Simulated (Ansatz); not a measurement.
## Geometry relaxation of Si2H5ClO (part 1 of 2)

The run: geometry relaxation of Si2H5ClO. Method and program: RKS r2SCAN-D4/def2-SVP (Ansatz 0.2.0).

It belongs to a series of runs on one base structure; here: start relaxed.

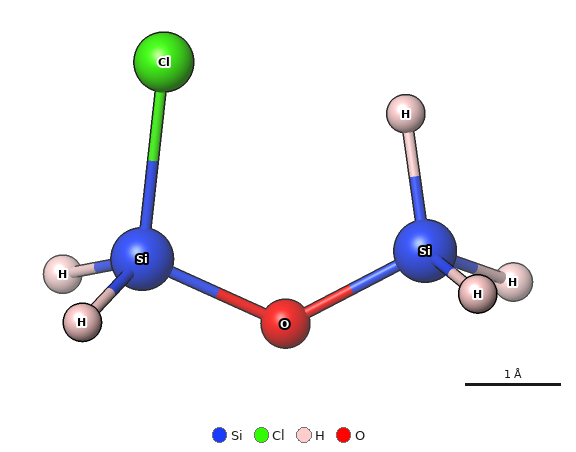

*The starting structure (ball-and-stick view, seen at a tilt).*

Bond lengths as drawn: Cl–Si 2.13 Å, H–Si 1.46 Å and O–Si 1.68 Å.

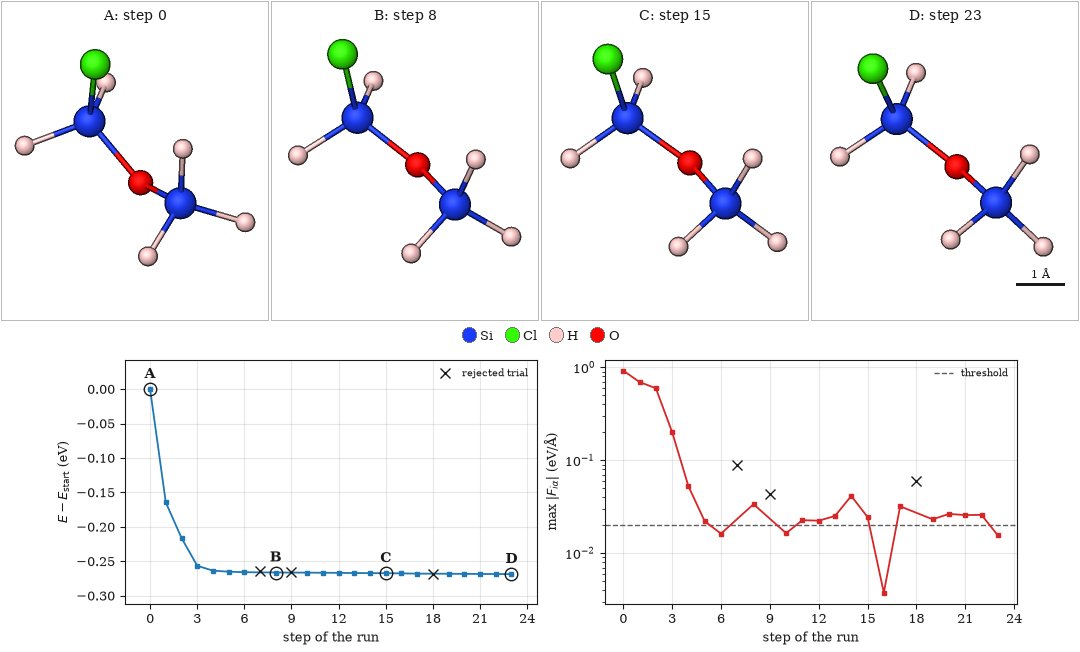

*Frames of the relaxation (ball-and-stick view, seen at a tilt) above the curves, on which the letters mark them (the first geometry is step 0 here and step 1 in the log).*

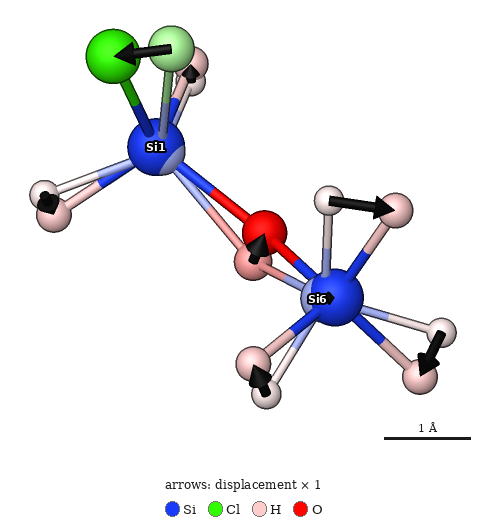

*Start (faint) and end (solid) with the displacements as black arrows, at true length (ball-and-stick view, seen at a tilt). The two geometries are laid on each other by the best rigid fit.*

After 23 geometry steps the energy has fallen by 0.269 eV. Largest force component: 0.92 eV/Å at the start, 0.016 eV/Å at the end. The line search rejected the trial steps at points 7, 9, 18 (counted from 0) and went back. H7 moves most after the best rigid fit: 0.78 Å. By element the largest moves are H 0.78 Å, Cl 0.69 Å, O 0.41 Å, Si 0.13 Å. Distances before and after: Si1–Cl2 2.130 → 2.075 Å, Si1–O5 1.679 → 1.644 Å, Si6–H7 1.460 → 1.491 Å, Si1–H3 1.460 → 1.483 Å. Among the angles that change: Si1–O5–Si6 125.0° → 143.3°, H3–Si1–H4 109.5° → 111.9°, O5–Si6–H9 109.5° → 107.4°. (Atoms are counted from 1 in the order of the input.)

The input and output of the run follow.

**The input**
```yaml
crystal:
  periodic: [false, false, false]
  atoms:
    - { symbol: Si, position_ang: [0.0, 0.0, 0.0] }
    - { symbol: Cl, position_ang: [0.0, 0.0, 2.13] }
    - { symbol: H, position_ang: [1.3768, 0.0, -0.4862] }
    - { symbol: H, position_ang: [-0.6877, 1.1914, -0.4862] }
    - { symbol: O, position_ang: [-0.7913, -1.3709, -0.5594] }
    - { symbol: Si, position_ang: [-1.673, -2.4329, 0.3983] }
    - { symbol: H, position_ang: [-1.2634, -2.287, 1.792] }
    - { symbol: H, position_ang: [-3.0964, -2.1323, 0.2761] }
    - { symbol: H, position_ang: [-1.4264, -3.8036, -0.0398] }
basis:
  gaussian: { orbitals: def2-SVP }
hamiltonian:
  xc: r2scan
  dispersion: d4
relax:
  f_tol: 0.02
  max_steps: 40
```

Launched with:
```bash
ansatz run input.yaml --threads 2 --pin off --max-ram 3072MiB --backend cpu --events-out ev --progress --plain --runs-dir out
```

**What the program printed**
```
The last accepted step is kept in [file] (removed where the run ends without a failure and the disk answers)
Engine: ansatz 0.2.0, aarch64-unknown-linux-gnu
Functional definition: r2SCAN
  parameter k0 = 0.174
  parameter k1 = 0.065
  parameter a1 = 4.9479
  exchange = r2scan_x(k0 = k0, k1 = k1, a1 = a1)
  correlation = r2scan_c
1020 factors; their error is unknown
mean field evaluation 1: about -30391.5805 eV, gradient 4.8e1 eV
mean field evaluation 2: about -30373.2429 eV, gradient 1.1e2 eV
mean field evaluation 4: about -30395.6508 eV, gradient 3.4e0 eV
mean field evaluation 8: about -30395.6784 eV, gradient 3.9e-2 eV
mean field evaluation 16: about -30395.6000 eV, gradient 3.5e-5 eV
mean field -30395.60001521 eV, -1117.0176976814 hartree, gradient 3.5e-5 eV, S^2 0.000000; 0 other end points of the search recorded, 0 dependent functions left out
the calculation of the forces begins
reference -30395.60002521 eV, -1117.0176980487 hartree; 29, 29 occupied and 64, 64 virtual orbitals, 1020 factors
relax step   1: F+E_penalty+E_count = -30395.65282755 eV  Δ(F+E_penalty+E_count) = +0.000e0 eV  max|allowed force component| = 9.240e-1 eV/Å  Δτ_max = 0.0000 Å  (26 SCF iters, accepted)
these checks for a lower state are left out or cut short: starts, cluster_reference, orbital_swaps, neighbouring_geometries, increment
1020 factors; their error is unknown
mean field -30395.76485273 eV, -1117.0237553484 hartree, gradient 6.4e-6 eV, S^2 0.000000; 0 other end points of the search recorded, 0 dependent functions left out
[... from here on the field's lines of each further geometry are left out, up to the last ...]
relax step   2: F+E_penalty+E_count = -30395.81728407 eV  Δ(F+E_penalty+E_count) = -1.645e-1 eV  max|allowed force component| = 6.958e-1 eV/Å  Δτ_max = 0.1949 Å  (28 SCF iters, accepted)
relax step   3: F+E_penalty+E_count = -30395.86885654 eV  Δ(F+E_penalty+E_count) = -5.157e-2 eV  max|allowed force component| = 5.966e-1 eV/Å  Δτ_max = 0.0916 Å  (29 SCF iters, accepted)
relax step   4: F+E_penalty+E_count = -30395.90924719 eV  Δ(F+E_penalty+E_count) = -4.039e-2 eV  max|allowed force component| = 2.013e-1 eV/Å  Δτ_max = 0.1983 Å  (27 SCF iters, accepted)
relax step   5: F+E_penalty+E_count = -30395.91638769 eV  Δ(F+E_penalty+E_count) = -7.140e-3 eV  max|allowed force component| = 5.255e-2 eV/Å  Δτ_max = 0.0631 Å  (28 SCF iters, accepted)
relax step   6: F+E_penalty+E_count = -30395.91788053 eV  Δ(F+E_penalty+E_count) = -1.493e-3 eV  max|allowed force component| = 2.208e-2 eV/Å  Δτ_max = 0.0590 Å  (29 SCF iters, accepted)
relax step   7: F+E_penalty+E_count = -30395.91859517 eV  Δ(F+E_penalty+E_count) = -7.146e-4 eV  max|allowed force component| = 1.623e-2 eV/Å  Δτ_max = 0.0497 Å  (28 SCF iters, accepted)
relax step   8: F+E_penalty+E_count = -30395.91758395 eV  Δ(F+E_penalty+E_count) = +1.011e-3 eV  max|allowed force component| = 8.801e-2 eV/Å  Δτ_max = 0.1130 Å  (28 SCF iters, rejected (line search))
relax step   9: F+E_penalty+E_count = -30395.91907664 eV  Δ(F+E_penalty+E_count) = -4.815e-4 eV  max|allowed force component| = 3.368e-2 eV/Å  Δτ_max = 0.0553 Å  (28 SCF iters, accepted)
relax step  10: F+E_penalty+E_count = -30395.91876603 eV  Δ(F+E_penalty+E_count) = +3.106e-4 eV  max|allowed force component| = 4.330e-2 eV/Å  Δτ_max = 0.0427 Å  (28 SCF iters, rejected (line search))
relax step  11: F+E_penalty+E_count = -30395.91925551 eV  Δ(F+E_penalty+E_count) = -1.789e-4 eV  max|allowed force component| = 1.640e-2 eV/Å  Δτ_max = 0.0208 Å  (30 SCF iters, accepted)
relax step  12: F+E_penalty+E_count = -30395.91941974 eV  Δ(F+E_penalty+E_count) = -1.642e-4 eV  max|allowed force component| = 2.266e-2 eV/Å  Δτ_max = 0.0311 Å  (29 SCF iters, accepted)
relax step  13: F+E_penalty+E_count = -30395.91954803 eV  Δ(F+E_penalty+E_count) = -1.283e-4 eV  max|allowed force component| = 2.237e-2 eV/Å  Δτ_max = 0.0149 Å  (30 SCF iters, accepted)
relax step  14: F+E_penalty+E_count = -30395.91981542 eV  Δ(F+E_penalty+E_count) = -2.674e-4 eV  max|allowed force component| = 2.512e-2 eV/Å  Δτ_max = 0.0485 Å  (29 SCF iters, accepted)
relax step  15: F+E_penalty+E_count = -30395.91994653 eV  Δ(F+E_penalty+E_count) = -1.311e-4 eV  max|allowed force component| = 4.130e-2 eV/Å  Δτ_max = 0.0635 Å  (29 SCF iters, accepted)
relax step  16: F+E_penalty+E_count = -30395.92007212 eV  Δ(F+E_penalty+E_count) = -1.256e-4 eV  max|allowed force component| = 2.451e-2 eV/Å  Δτ_max = 0.0047 Å  (22 SCF iters, accepted)
relax step  17: F+E_penalty+E_count = -30395.92033199 eV  Δ(F+E_penalty+E_count) = -2.599e-4 eV  max|allowed force component| = 3.760e-3 eV/Å  Δτ_max = 0.0230 Å  (29 SCF iters, accepted)
relax step  18: F+E_penalty+E_count = -30395.92068953 eV  Δ(F+E_penalty+E_count) = -3.575e-4 eV  max|allowed force component| = 3.194e-2 eV/Å  Δτ_max = 0.0777 Å  (27 SCF iters, accepted)
relax step  19: F+E_penalty+E_count = -30395.92067493 eV  Δ(F+E_penalty+E_count) = +1.461e-5 eV  max|allowed force component| = 6.028e-2 eV/Å  Δτ_max = 0.0443 Å  (29 SCF iters, rejected (line search))
relax step  20: F+E_penalty+E_count = -30395.92085910 eV  Δ(F+E_penalty+E_count) = -1.696e-4 eV  max|allowed force component| = 2.315e-2 eV/Å  Δτ_max = 0.0221 Å  (30 SCF iters, accepted)
relax step  21: F+E_penalty+E_count = -30395.92108622 eV  Δ(F+E_penalty+E_count) = -2.271e-4 eV  max|allowed force component| = 2.645e-2 eV/Å  Δτ_max = 0.0517 Å  (28 SCF iters, accepted)
relax step  22: F+E_penalty+E_count = -30395.92119779 eV  Δ(F+E_penalty+E_count) = -1.116e-4 eV  max|allowed force component| = 2.571e-2 eV/Å  Δτ_max = 0.0459 Å  (29 SCF iters, accepted)
relax step  23: F+E_penalty+E_count = -30395.92128164 eV  Δ(F+E_penalty+E_count) = -8.385e-5 eV  max|allowed force component| = 2.584e-2 eV/Å  Δτ_max = 0.0096 Å  (30 SCF iters, accepted)
the calculation of the forces begins
reference -30395.86936831 eV, -1117.0275962250 hartree; 29, 29 occupied and 64, 64 virtual orbitals, 1020 factors
relax step  24: F+E_penalty+E_count = -30395.92139989 eV  Δ(F+E_penalty+E_count) = -1.183e-4 eV  max|allowed force component| = 1.557e-2 eV/Å  Δτ_max = 0.0208 Å  (29 SCF iters, accepted)
1020 factors; their error is unknown
mean field evaluation 192: about -30395.8694 eV, gradient 1.8e-4 eV
mean field -30395.86935799 eV, -1117.0275958461 hartree, gradient 1.0e-5 eV, S^2 0.000000; 1 other end points of the search recorded, 0 dependent functions left out
the calculation of the forces begins
reference -30395.86936831 eV, -1117.0275962250 hartree; 29, 29 occupied and 64, 64 virtual orbitals, 1020 factors
Total energy: -30395.92141020 eV, -1117.0295087294 hartree
Atom 0 at     0.049720     0.052531     0.001817 Å, force     0.001579     0.006078     0.002758 eV/Å
Atom 1 at    -0.208816     0.647714     1.972767 Å, force     0.003548    -0.001075    -0.003228 eV/Å
Atom 2 at     1.504149     0.002228    -0.284512 Å, force    -0.010534    -0.002542     0.004224 eV/Å
Atom 3 at    -0.650695     1.038188    -0.860038 Å, force     0.002494    -0.002199    -0.001596 eV/Å
Atom 4 at    -0.598266    -1.445488    -0.197906 Å, force     0.001916     0.004065    -0.002124 eV/Å
Atom 5 at    -1.677064    -2.536100     0.460965 Å, force    -0.007227    -0.005676     0.004405 eV/Å
Atom 6 at    -1.167223    -3.035746     1.770130 Å, force    -0.006270     0.004203    -0.010256 eV/Å
Atom 7 at    -3.008829    -1.890604     0.657856 Å, force     0.015566    -0.007120    -0.000213 eV/Å
Atom 8 at    -1.804377    -3.668023    -0.496278 Å, force    -0.001071     0.004266     0.006031 eV/Å
Dipole moment:    -0.030506    -0.085783    -0.173752 e Å
```

**Trajectory as extended XYZ (Å, eV, eV/Å), 24 frames, from step=1 to step=24**
```
9
Properties=species:S:1:pos:R:3:forces:R:3 step=1 energy=-30395.65283
Si    0.0000    0.0000    0.0000   -0.3303  -0.7027   0.4042
Cl    0.0000    0.0000    2.1300    0.1728   0.3296  -0.9240
H     1.3768    0.0000   -0.4862    0.4769  -0.0827  -0.0054
H    -0.6877    1.1914   -0.4862   -0.3179   0.4287   0.0044
O    -0.7913   -1.3709   -0.5594    0.4111   0.6387   0.7024
Si   -1.6730   -2.4329    0.3983    0.0263  -0.1086  -0.2463
H    -1.2634   -2.2870    1.7920    0.0445  -0.1509   0.4480
H    -3.0964   -2.1323    0.2761   -0.6052   0.1445  -0.0913
H    -1.4264   -3.8036   -0.0398    0.1218  -0.4967  -0.2921
9
Properties=species:S:1:pos:R:3:forces:R:3 step=2 energy=-30395.81728
Si    0.0126    0.0193   -0.0088   -0.1463  -0.3878   0.0971
Cl    0.0891    0.1643    2.0748   -0.0302  -0.0291  -0.2431
H     1.4179   -0.0141   -0.4629    0.0482  -0.0142  -0.1455
H    -0.7212    1.2185   -0.4640   -0.0536   0.0488  -0.1407
O    -0.7743   -1.3763   -0.4980    0.2048   0.4642   0.6958
Si   -1.6959   -2.4674    0.4014    0.0722  -0.0302  -0.2489
H    -1.3141   -2.4008    1.8283    0.0225  -0.0178   0.1648
H    -3.1351   -2.1417    0.2558   -0.1459   0.0502  -0.0408
H    -1.4403   -3.8371   -0.1017    0.0282  -0.0842  -0.1385
9
Properties=species:S:1:pos:R:3:forces:R:3 step=3 energy=-30395.86886
Si    0.0269    0.0391    0.0113   -0.0995  -0.2615  -0.3431
Cl    0.1173    0.2254    2.0710   -0.0023   0.0065   0.0495
H     1.4224   -0.0066   -0.4994   -0.0781   0.0119   0.0006
H    -0.7231    1.2183   -0.5016    0.0374  -0.0735  -0.0002
O    -0.7516   -1.3701   -0.4196   -0.0056   0.1814   0.5966
Si   -1.7058   -2.4872    0.4166    0.1213   0.0509  -0.2655
H    -1.3519   -2.4747    1.8672   -0.0377  -0.0316  -0.0808
H    -3.1499   -2.1389    0.2416    0.0812  -0.0091   0.0176
H    -1.4456   -3.8405   -0.1622   -0.0167   0.1249   0.0253
9
Properties=species:S:1:pos:R:3:forces:R:3 step=4 energy=-30395.90925
Si    0.0423    0.0586    0.0148    0.0314   0.0256   0.1273
Cl    0.1951    0.3970    2.0604   -0.0384  -0.0587  -0.0855
H     1.4191    0.0096   -0.5264    0.0174  -0.0136  -0.0637
H    -0.7435    1.1868   -0.5446   -0.0230  -0.0369  -0.0522
O    -0.7058   -1.3818   -0.2726    0.0564   0.1383   0.1058
Si   -1.7149   -2.5141    0.4218   -0.1267  -0.2013   0.0871
H    -1.4371   -2.6529    1.8849    0.0187   0.0550  -0.0921
H    -3.1424   -2.1128    0.2325    0.0648   0.0094  -0.0130
H    -1.4743   -3.8259   -0.2461   -0.0006   0.0822  -0.0136
9
Properties=species:S:1:pos:R:3:forces:R:3 step=5 energy=-30395.91639
Si    0.0517    0.0654    0.0203   -0.0526  -0.0449   0.0520
Cl    0.1681    0.4327    2.0581    0.0202   0.0296  -0.0157
H     1.4269    0.0169   -0.5292    0.0132   0.0063  -0.0039
H    -0.7551    1.1543   -0.5872    0.0086   0.0015  -0.0072
O    -0.6769   -1.3896   -0.2170   -0.0036  -0.0121  -0.0008
Si   -1.7152   -2.5241    0.4323    0.0124   0.0268  -0.0045
H    -1.4301   -2.7115    1.8832    0.0053  -0.0004   0.0014
H    -3.1269   -2.0751    0.2581   -0.0042   0.0016  -0.0032
H    -1.5039   -3.8043   -0.2937    0.0006  -0.0084  -0.0180
9
Properties=species:S:1:pos:R:3:forces:R:3 step=6 energy=-30395.91788
Si    0.0536    0.0674    0.0286   -0.0087  -0.0101  -0.0084
Cl    0.1812    0.4900    2.0537    0.0039   0.0031  -0.0061
H     1.4272    0.0154   -0.5272   -0.0003   0.0099   0.0079
H    -0.7630    1.1356   -0.6019    0.0050   0.0074  -0.0002
O    -0.6627   -1.3962   -0.1841    0.0012  -0.0124   0.0159
Si   -1.7170   -2.5310    0.4334   -0.0026   0.0051  -0.0096
H    -1.4404   -2.7594    1.8791    0.0109   0.0035   0.0221
H    -3.1229   -2.0619    0.2662   -0.0069   0.0047  -0.0039
H    -1.5174   -3.7953   -0.3230   -0.0025  -0.0113  -0.0176
```
